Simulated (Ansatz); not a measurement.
# CuH2S2: one change and its effect

System: CuH2S2 (Cu(SH)2), multiplicity 2.
Method of run A: UKS r2SCAN-D4/def2-TZVP (Ansatz 0.2.0).

The geometry comes from this level: PBE0-D4/def2-TZVP. Text and figures count atoms from 1; the logs count them from 0 in places.

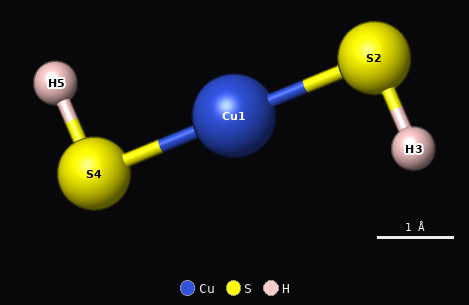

Figure 1. The input geometry (ball-and-stick view, seen at a tilt; atoms are numbered from 1 in the order of the input). Sticks mark near contacts.

**Input, run A**
```yaml
crystal:
  periodic: [false, false, false]
  atoms:
    - {symbol: Cu, position_ang: [0.002208, -0.005284, 0.000078]}
    - {symbol: S, position_ang: [-0.071062, 0.017152, 2.114124]}
    - {symbol: H, position_ang: [1.168873, 0.515471, 2.277491]}
    - {symbol: S, position_ang: [0.072836, -0.021819, -2.114113]}
    - {symbol: H, position_ang: [-1.172855, -0.505520, -2.277580]}
basis:
  gaussian: {orbitals: def2-TZVP, initial_orbitals: start.molden}
magnetization: {spin_polarized: true, initial_magnetization: 1}
hamiltonian: {xc: r2scan, dispersion: d4}
scf: {omitted_lower_state_checks: [starts]}
output: {orbitals: {seedname: orbitals}}
```

Launched with:
```bash
ansatz run in.yaml --threads 4 --pin off --events-out ev --progress --plain --max-ram 3916MiB
```

Hardware: 4 threads of Arm Neoverse V1, 23 GiB of memory available, shared host.

**Output (run A)**
```
Functional definition: r2SCAN
  parameter k0 = 0.174
  parameter k1 = 0.065
  parameter a1 = 4.9479
  exchange = r2scan_x(k0 = k0, k1 = k1, a1 = a1)
  correlation = r2scan_c
these checks for a lower state are left out or cut short: starts
1063 factors; their error is unknown
mean field evaluation 1: about -66344.7513 eV, gradient 6.3e0 eV
mean field evaluation 2: about -66344.8061 eV, gradient 1.2e-1 eV
mean field evaluation 4: about -66344.7683 eV, gradient 1.2e-3 eV
mean field -66344.76834782 eV, -2438.1252666831 hartree, gradient 1.4e-5 eV, S^2 0.755472; 0 other end points of the search recorded, 0 dependent functions left out
reference -66344.76836326 eV, -2438.1252672508 hartree; 32, 31 occupied and 99, 100 virtual orbitals, 1063 factors
Total energy: -66344.79377492 eV, -2438.1262011121 hartree
Checks for a lower state left out: starts
```

The input of run B differs as follows (lines with − go, lines with + come):
```diff
-  gaussian: {orbitals: def2-TZVP, initial_orbitals: start.molden}
+  gaussian: {orbitals: def2-TZVPD, initial_orbitals: start.molden}
```

How does run B compare with run A?

The total energy of run B is 1.6 kcal/mol lower, which measures the change of basis and not a stability. The HOMO goes from −6.60 to −6.65 eV. The LUMO goes from −5.49 to −5.54 eV. The basis functions go from 131 to 158.

**Output (run B)**
```
Functional definition: r2SCAN
  parameter k0 = 0.174
  parameter k1 = 0.065
  parameter a1 = 4.9479
  exchange = r2scan_x(k0 = k0, k1 = k1, a1 = a1)
  correlation = r2scan_c
these checks for a lower state are left out or cut short: starts
1157 factors; their error is unknown
mean field evaluation 1: about -66344.7382 eV, gradient 9.1e0 eV
mean field evaluation 2: about -66344.8622 eV, gradient 2.4e-1 eV
mean field evaluation 4: about -66344.8383 eV, gradient 8.8e-2 eV
mean field evaluation 8: about -66344.8383 eV, gradient 2.3e-5 eV
mean field -66344.83832582 eV, -2438.1278383273 hartree, gradient 2.3e-5 eV, S^2 0.756161; 0 other end points of the search recorded, 0 dependent functions left out
reference -66344.83835468 eV, -2438.1278393880 hartree; 32, 31 occupied and 126, 127 virtual orbitals, 1157 factors
Total energy: -66344.86376634 eV, -2438.1287732493 hartree
Checks for a lower state left out: starts
```

**The two runs side by side**

```tsv
quantity	run A	run B
outcome	converged	converged
total energy (hartree)	−2438.126201	−2438.128773
HOMO (eV)	−6.60	−6.65
LUMO (eV)	−5.49	−5.54
⟨S²⟩	0.755	0.756
basis functions	131	158
wall time (shared host)	5.5 s	7.5 s
```
